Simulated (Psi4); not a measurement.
Run report: InCl, frequency calculation (part 1 of 3)

The run: frequency calculation of InCl, SMILES [Cl][In]. Method and program: BLYP/def2-SVP, RKS, dispersion D4, core potentials def2 (Psi4 1.11).

The geometry was optimised with BLYP/def2-SVP.

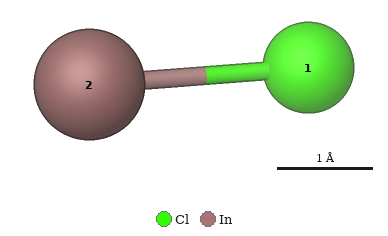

**Figure 1.** The structure as given in the input (ball-and-stick view, seen at a tilt; atoms are numbered from 1 in the order of the input). Sticks mark near contacts.

### Key numbers

```json
{"quantity": "outcome", "value": "converged"}
{"quantity": "total energy", "value": "−650.229373 hartree"}
{"quantity": "dispersion energy", "value": "−0.003395 hartree"}
{"quantity": "basis functions", "value": "44"}
{"quantity": "zero-point energy", "value": "0.000701 hartree"}
{"quantity": "dipole moment", "value": "3.00 D"}
{"quantity": "wavenumbers, lowest and highest", "value": "308 cm⁻¹"}
{"quantity": "hardware", "value": "1 thread of Intel Xeon (Granite Rapids), 64 GiB of memory available, shared host"}
{"quantity": "wall time", "value": "11 s"}
{"quantity": "peak memory", "value": "0.27 GiB"}
```

### Input file (job.py)
```python
import psi4

psi4.set_memory('1600 MB')
psi4.set_num_threads(1)
psi4.core.set_output_file('output.dat', False)

mol = psi4.geometry("""
0 1
Cl
In 1 2.469183
""")

psi4.set_options({
    't': 298.15,
    'rotational_symmetry_number': 1,
})

E = psi4.frequency('blyp-d4/def2-SVP', molecule=mol)
print(f'blyp-d4/def2-SVP energy: {E:.10f} Eh')
for k in ('ZPVE', 'ENTHALPY', 'GIBBS FREE ENERGY'):
    print(f'{k}: {psi4.variable(k):.8f} Eh')
```

Run as:
```bash
python job.py
```

### What the program printed
```
Psi4 1.11 release

gradient() will perform analytic gradient computation.

   => Loading Basis Set <=

    Name: DEF2-SVP
    Role: ORBITAL
    Keyword: BASIS

    !!!  WARNING: ECP capability is in beta. Please check occupations closely.  !!!

   => BLYP-D4(BJ,EEQ)ATM: Empirical Dispersion <=

        a1 =       0.444889
        a2 =       4.093301
       alp =      16.000000
        s6 =       1.000000
        s8 =       2.340767
        s9 =       1.000000
        ga =       3.000000
        gc =       2.000000
        wf =       6.000000

         ---------------------------------------------------------
                                   SCF
                              RKS Reference
                        1 Threads,   1525 MiB Core
         ---------------------------------------------------------

  ==> Geometry <==

    Molecular point group: c2v
    Full point group: C_inf_v

    Geometry (in Bohr), charge = 0, multiplicity = 1:

       Center              X                  Y                   Z               Mass
    ------------   -----------------  -----------------  -----------------  -----------------
         CL           0.000000000000     0.000000000000    -3.577372896441    34.968852682000
         IN           0.000000000000     0.000000000000     1.088706727195   114.903878776000

  Running in c2v symmetry.

  Rotational constants: A = ************  B =      0.10313  C =      0.10313 [cm^-1]
  Rotational constants: A = ************  B =   3091.84129  C =   3091.84129 [MHz]
  Nuclear repulsion =   76.509624523249187

  Charge       = 0
  Multiplicity = 1
  Electrons    = 38
  Nalpha       = 19
  Nbeta        = 19

  ==> Algorithm <==

  SCF Algorithm Type is DF.
  DIIS enabled.
  MOM disabled.
  Fractional occupation disabled.
  Guess Type is SAD.
  Energy threshold   = 1.00e-08
  Density threshold  = 1.00e-08
  Integral threshold = 1.00e-12

  ==> Primary Basis <==

  Basis Set: DEF2-SVP
    Blend: DEF2-SVP
    Number of shells: 18
    Number of basis functions: 44
    Number of Cartesian functions: 47
    Spherical Harmonics?: true
    Max angular momentum: 2

  Core potential: DEF2-SVP
    Number of shells: 4
    Number of ECP primitives: 18
    Number of ECP core electrons: 28
    Max angular momentum: 3

  ==> DFT Potential <==

   => LibXC <=

    Version 7.1.2

   => Composite Functional: BLYP-D4BJEEQATM <=

    BLYP GGA Exchange-Correlation Functional

    Deriv               =              1
    GGA                 =           TRUE
    Meta                =          FALSE

    Exchange Hybrid     =          FALSE
    MP2 Hybrid          =          FALSE

   => Exchange Functionals <=

    1.0000     XC_GGA_X_B88

   => Correlation Functionals <=

    1.0000     XC_GGA_C_LYP

   => LibXC Density Thresholds  <==

    XC_GGA_C_LYP:  1.00E-14
    XC_GGA_X_B88:  1.00E-15

   => Molecular Quadrature <=

    Radial Scheme          =       TREUTLER
    Pruning Scheme         =           NONE
    Nuclear Scheme         =       TREUTLER

    Blocking Scheme        =         OCTREE
    BS radius alpha        =              1
    Pruning alpha          =              1
    Radial Points          =             75
    Spherical Points       =            302
    Total Points           =          42414
    Total Blocks           =            412
    Max Points             =            256
    Max Functions          =             44
    Weights Tolerance      =       1.00E-15

   => Loading Basis Set <=

    Name: (DEF2-SVP AUX)
    Role: JKFIT
    Keyword: DF_BASIS_SCF

  ==> Integral Setup <==

  DFHelper Memory: AOs need 0.006 GiB; user supplied 1.073 GiB.
  SCF_SUBTYPE=INCORE selected. In-core MEM_DF algorithm will be used.
  Using in-core AOs.

  ==> MemDFJK: Density-Fitted J/K Matrices <==

    J tasked:                   Yes
    K tasked:                    No
    wK tasked:                   No
    Memory [MiB]:              1098
    Algorithm:                 Core
    Schwarz Cutoff:           1E-12
    Mask sparsity (%):       0.5165
    Fitting Condition:        1E-10

   => Auxiliary Basis Set <=

  Basis Set: (DEF2-SVP AUX)
    Blend: DEF2-UNIVERSAL-JKFIT
    Number of shells: 84
    Number of basis functions: 346
    Number of Cartesian functions: 464
    Spherical Harmonics?: true
    Max angular momentum: 5

  Cached 100.0% of DFT collocation blocks in 0.045 [GiB].

  Minimum eigenvalue in the overlap matrix is 3.6346270289E-02.
  Reciprocal condition number of the overlap matrix is 1.1708831176E-02.
    Using symmetric orthogonalization.

  ==> Pre-Iterations <==

  SCF Guess: Superposition of Atomic Densities via on-the-fly atomic UHF (no occupation information).

   -------------------------
    Irrep   Nso     Nmo
   -------------------------
     A1        21      21
     A2         3       3
     B1        10      10
     B2        10      10
   -------------------------
    Total      44      44
   -------------------------

  ==> Iterations <==

                           Total Energy        Delta E     RMS |[F,P]|

   @DF-RKS iter SAD:  -649.24883593229879   -6.49249e+02   0.00000e+00
   @DF-RKS iter   1:  -650.14824088375735   -8.99405e-01   1.50675e-02 DIIS/ADIIS
   @DF-RKS iter   2:  -649.78653566297510    3.61705e-01   3.15977e-02 DIIS/ADIIS
   @DF-RKS iter   3:  -650.20603397137074   -4.19498e-01   7.34126e-03 DIIS/ADIIS
   @DF-RKS iter   4:  -650.22747637639191   -2.14424e-02   2.25845e-03 DIIS/ADIIS
   @DF-RKS iter   5:  -650.22923736116957   -1.76098e-03   4.53641e-04 DIIS/ADIIS
   @DF-RKS iter   6:  -650.22936827460455   -1.30913e-04   9.64924e-05 DIIS
   @DF-RKS iter   7:  -650.22937326127942   -4.98667e-06   1.03215e-05 DIIS
   @DF-RKS iter   8:  -650.22937330293314   -4.16537e-08   1.57084e-06 DIIS
   @DF-RKS iter   9:  -650.22937330447269   -1.53955e-09   1.34387e-07 DIIS
   @DF-RKS iter  10:  -650.22937330448030   -7.61702e-12   1.12834e-08 DIIS
   @DF-RKS iter  11:  -650.22937330448076   -4.54747e-13   2.54478e-10 DIIS
  Energy and wave function converged.

  ==> Post-Iterations <==

   Electrons on quadrature grid:
      Ntotal   =   37.9999992723 ; deviation = -7.277e-07

    Orbital Energies [Eh]
    ---------------------

    Doubly Occupied:

       1A1  -100.646711     2A1    -9.111904     3A1    -6.945621
       1B2    -6.942745     1B1    -6.942745     4A1    -4.485572
       2B1    -2.926295     2B2    -2.926295     5A1    -2.919942
       6A1    -0.698876     7A1    -0.688514     1A2    -0.688514
       3B1    -0.683291     3B2    -0.683291     8A1    -0.651561
       9A1    -0.333904     4B2    -0.233295     4B1    -0.233295
      10A1    -0.221107

    Virtual:

       5B1    -0.084754     5B2    -0.084754    11A1    -0.015169
      12A1     0.117189     6B1     0.153847     6B2     0.153847
      13A1     0.165428     2A2     0.300092    14A1     0.300092
       7B1     0.309468     7B2     0.309468    15A1     0.400238
      16A1     0.613181     3A2     0.777892    17A1     0.777898
       8B2     0.795957     8B1     0.795957    18A1     0.820391
       9B1     0.925267     9B2     0.925267    19A1     1.164866
      10B1    15.724892    10B2    15.724892    20A1    16.177022
      21A1    60.709664

    Final Occupation by Irrep:
             A1    A2    B1    B2
    DOCC [    10,    1,    4,    4 ]
    NA   [    10,    1,    4,    4 ]
    NB   [    10,    1,    4,    4 ]

  @DF-RKS Final Energy:  -650.22937330448076

   => Energetics <=

    Nuclear Repulsion Energy =             76.5096245232491867
    One-Electron Energy =               -1123.7350626668137465
    Two-Electron Energy =                 441.9280852558174502
    DFT Exchange-Correlation Energy =     -44.9286250712143485
    Empirical Dispersion Energy =          -0.0033953455192421
    VV10 Nonlocal Energy =                  0.0000000000000000
    Total Energy =                       -650.2293733044807595

Computation Completed

Properties will be evaluated at   0.000000,   0.000000,   0.000000 [a0]

Properties computed using the SCF density matrix

 Multipole Moments:

 ------------------------------------------------------------------------------------
     Multipole            Electronic (a.u.)      Nuclear  (a.u.)        Total (a.u.)
 ------------------------------------------------------------------------------------

 L = 1.  Multiply by 2.5417464519 to convert [e a0] to [Debye]
 Dipole X            :          0.0000000            0.0000000            0.0000000
 Dipole Y            :          0.0000000            0.0000000            0.0000000
 Dipole Z            :         39.1337857          -37.9524980            1.1812877
 Magnitude           :                                                    1.1812877

 ------------------------------------------------------------------------------------

	total time  =          2 seconds =       0.03 minutes

         ------------------------------------------------------------
                                   SCF GRAD
         ------------------------------------------------------------

  ==> Geometry <==

    Molecular point group: c2v
    Full point group: C_inf_v

    Geometry (in Bohr), charge = 0, multiplicity = 1:

       Center              X                  Y                   Z               Mass
    ------------   -----------------  -----------------  -----------------  -----------------
         CL           0.000000000000     0.000000000000    -3.577372896441    34.968852682000
         IN           0.000000000000     0.000000000000     1.088706727195   114.903878776000

  Nuclear repulsion =   76.509624523249187

  ==> Basis Set <==

  Basis Set: DEF2-SVP
    Blend: DEF2-SVP
    Number of shells: 18
    Number of basis functions: 44
    Number of Cartesian functions: 47
    Spherical Harmonics?: true
    Max angular momentum: 2

  Core potential: DEF2-SVP
    Number of shells: 4
    Number of ECP primitives: 18
    Number of ECP core electrons: 28
    Max angular momentum: 3

  ==> DFJKGrad: Density-Fitted SCF Gradients <==

    Gradient:                    1
    J tasked:                  Yes
    K tasked:                   No
    wK tasked:                  No
    Integrals threads:           1
    Memory [MiB]:             1144
    Schwarz Cutoff:          1E-12
    Fitting Condition:       1E-10

   => Auxiliary Basis Set <=

  Basis Set: (DEF2-SVP AUX)
    Blend: DEF2-UNIVERSAL-JKFIT
    Number of shells: 84
    Number of basis functions: 346
    Number of Cartesian functions: 464
    Spherical Harmonics?: true
    Max angular momentum: 5

   => Molecular Quadrature <=

    Radial Scheme          =       TREUTLER
    Pruning Scheme         =           NONE
    Nuclear Scheme         =       TREUTLER

    Blocking Scheme        =         OCTREE
    BS radius alpha        =              1
    Pruning alpha          =              1
    Radial Points          =             75
    Spherical Points       =            302
    Total Points           =          42414
    Total Blocks           =            412
    Max Points             =            256
    Max Functions          =             44
    Weights Tolerance      =       1.00E-15

  -Total Gradient:
     Atom            X                  Y                   Z
    ------   -----------------  -----------------  -----------------
       1        0.000000000000     0.000000000000     0.000071776756
       2        0.000000000000    -0.000000000000     0.000022772869

	total time  =          1 seconds =       0.02 minutes

    Psi4 run time: 0:00:02.15

    -----------------------------------------------------------------------
                               Psi4 1.11 release

    h
    h
    h

    -----------------------------------------------------------------------

    Memory:     1.5 GiB
    Threads:    1
                ecpint, einsums, f̶o̶r̶t̶e̶, gauxc, gcp, g̶d̶m̶a̶, geometric, g̶p̶u̶_̶d̶f̶c̶c̶,
                i̶n̶t̶e̶g̶r̶a̶t̶o̶r̶x̶x̶, i̶p̶i̶, libefp, m̶d̶i̶, m̶p̶2̶d̶, m̶r̶c̶c̶, ooo,
                o̶p̶e̶n̶f̶e̶r̶m̶i̶o̶n̶p̶s̶i̶4̶, pcmsolver, p̶s̶i̶4̶f̶o̶c̶k̶c̶i̶, p̶s̶i̶x̶a̶s̶,
                p̶y̶e̶i̶n̶s̶u̶m̶s̶, r̶e̶s̶p̶, s̶i̶m̶i̶n̶t̶, s̶n̶s̶m̶p̶2̶,
                v̶2̶r̶d̶m̶_̶c̶a̶s̶s̶c̶f̶

gradient() will perform analytic gradient computation.

  ==> Geometry <==

    Molecular point group: c2v
    Full point group: C_inf_v

    Geometry (in Bohr), charge = 0, multiplicity = 1:

       Center              X                  Y                   Z               Mass
    ------------   -----------------  -----------------  -----------------  -----------------
         CL           0.000000000000     0.000000000000    -3.578113243484    34.968852682000
         IN           0.000000000000     0.000000000000     1.088932038011   114.903878776000

  Running in c2v symmetry.

  Rotational constants: A = ************  B =      0.10309  C =      0.10309 [cm^-1]
  Rotational constants: A = ************  B =   3090.56196  C =   3090.56196 [MHz]
  Nuclear repulsion =   76.493793924716556

  Charge       = 0
  Multiplicity = 1
  Electrons    = 38
  Nalpha       = 19
  Nbeta        = 19

   => Auxiliary Basis Set <=

  Basis Set: (DEF2-SVP AUX)
    Blend: DEF2-UNIVERSAL-JKFIT
    Number of shells: 84
    Number of basis functions: 346
    Number of Cartesian functions: 464
    Spherical Harmonics?: true
    Max angular momentum: 5

  Cached 100.0% of DFT collocation blocks in 0.045 [GiB].

  Minimum eigenvalue in the overlap matrix is 3.6346277963E-02.
  Reciprocal condition number of the overlap matrix is 1.1710086789E-02.
    Using symmetric orthogonalization.

  ==> Iterations <==

                           Total Energy        Delta E     RMS |[F,P]|
```
